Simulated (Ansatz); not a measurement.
# NH3 (ammonia): r2SCAN/6-31G

Aim: the electronic atomisation energy of NH3 (ammonia) at r2SCAN/6-31G, from 3 runs. 

The results are computed with Ansatz 0.2.0.

48 further runs of the same task are left out: 48 set aside as unsound or not needed.

## (1) The molecule

NH3: 4 atoms, total charge 0, spin state singlet. As SMILES, `N`. The coordinates come from a PBE0-D4/def2-TZVP relaxation.

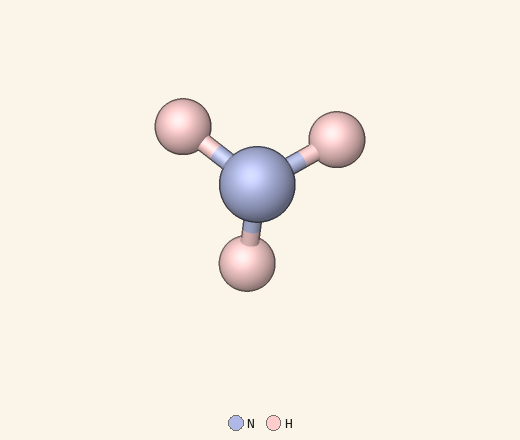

The structure, seen from a chosen angle (nitrogen light blue, hydrogen pink).

## (2) The energy at r2SCAN/6-31G

Contents of input.yaml:

```yaml
crystal:
  periodic: [false, false, false]
  atoms:
    - {symbol: N, position_ang: [-0.069910, 0.249470, 0.110930]}
    - {symbol: H, position_ang: [0.490470, -0.301820, 0.749180]}
    - {symbol: H, position_ang: [-0.887480, -0.301940, -0.118910]}
    - {symbol: H, position_ang: [0.466920, 0.354280, -0.741200]}
basis:
  gaussian: {orbitals: 6-31G}
hamiltonian: {xc: {name: r2SCAN}}
accuracy: high
```

Started as:

```bash
$ ansatz run input.yaml --threads 1 --pin off --max-ram 3480MiB --events-out events.jsonl --progress --plain --runs-dir runs
```

The log of the run:

```text
Warning: RAYON_NUM_THREADS=1 ignored (pool sized by the plan → 1); use --threads N
Functional definition: r2SCAN
  name "r2SCAN"
  parameter k0 = 0.174
  parameter k1 = 0.065
  parameter a1 = 4.9479
  exchange = r2scan_x(k0 = k0, k1 = k1, a1 = a1)
  correlation = r2scan_c
351 factors; integrals over basis functions are off by at most 8.1e-9 eV
mean field evaluation 1: about -1531.9825 eV, gradient 5.1e1 eV
mean field evaluation 2: about -1527.0361 eV, gradient 6.7e1 eV
mean field evaluation 4: about -1537.1670 eV, gradient 1.4e-1 eV
mean field evaluation 8: about -1537.1597 eV, gradient 1.2e-3 eV
mean field evaluation 16: about -1537.1597 eV, gradient 2.6e-9 eV
mean field -1537.15971037 eV, -56.4895774320 hartree, gradient 2.7e-9 eV, S^2 0.000000; 0 other end points of the search recorded, 0 dependent functions left out
reference -1537.15971068 eV, -56.4895774432 hartree; 5, 5 occupied and 10, 10 virtual orbitals, 351 factors
Total energy: -1537.15971068 eV, -56.4895774432 hartree
```

Run time: 0.56 s. Hardware: 1 thread of Intel Xeon 6975P-C (Granite Rapids), shared host.

## (3) The H atom, same level

Contents of in.yaml:

```yaml
crystal:
  periodic: [false, false, false]
  atoms:
    - {symbol: H, position_ang: [0.000000, 0.000000, 0.000000]}
basis:
  gaussian:
    orbitals: 6-31G
magnetization:
  spin_polarized: true
  initial_magnetization: 1
hamiltonian:
  xc: {name: r2SCAN}
accuracy: high
```

Run the same way, it converges to -0.49823 Eh (log not shown).

## (4) The N atom, same level

Contents of in.yaml:

```yaml
crystal:
  periodic: [false, false, false]
  atoms:
    - {symbol: N, position_ang: [0.000000, 0.000000, 0.000000]}
basis:
  gaussian: {orbitals: 6-31G}
magnetization: {spin_polarized: true, initial_magnetization: 3}
hamiltonian: {xc: {name: r2SCAN}}
accuracy: high
```

Started as:

```bash
$ ansatz run in.yaml --threads 1 --pin off --max-ram 3480MiB --events-out events.jsonl --progress --plain --runs-dir runs
```

The log of the run (excerpt; [...] marks lines left out):

```text
Warning: RAYON_NUM_THREADS=1 ignored (pool sized by the plan → 1); use --threads N
[... 7 set-up lines as earlier in the session ...]
46 factors; integrals over basis functions are off by at most 2.3e-8 eV
mean field evaluation 1: about -1484.5491 eV, gradient 5.1e0 eV
mean field evaluation 2: about -1484.6321 eV, gradient 3.0e0 eV
mean field evaluation 4: about -1484.6773 eV, gradient 3.5e-2 eV
mean field evaluation 8: about -1484.6735 eV, gradient 7.4e-5 eV
mean field -1484.67347814 eV, -54.5607439737 hartree, gradient 1.6e-9 eV, S^2 3.753286; 0 other end points of the search recorded, 0 dependent functions left out
reference -1484.67347849 eV, -54.5607439867 hartree; 5, 2 occupied and 4, 7 virtual orbitals, 46 factors
Total energy: -1484.67347849 eV, -54.5607439867 hartree
```

Run time: 0.36 s. Hardware: 1 thread of Intel Xeon 6975P-C (Granite Rapids), shared host.

## (5) Outcome

Level: r2SCAN/6-31G.

| quantity | value |
| --- | --- |
| molecule: total energy | -56.48958 Eh |
| H atom: total energy | -0.49823 Eh |
| H atom: ⟨S²⟩ | 0.750 |
| N atom: total energy | -54.56074 Eh |
| N atom: ⟨S²⟩ | 3.753 |
| electronic atomisation energy | 11.814 eV |

In words: Taking the molecule apart into free atoms costs 11.81 eV (1140 kJ/mol), before zero-point energy and without spin-orbit coupling. The basis has no polarisation functions, which makes bonds too weak.
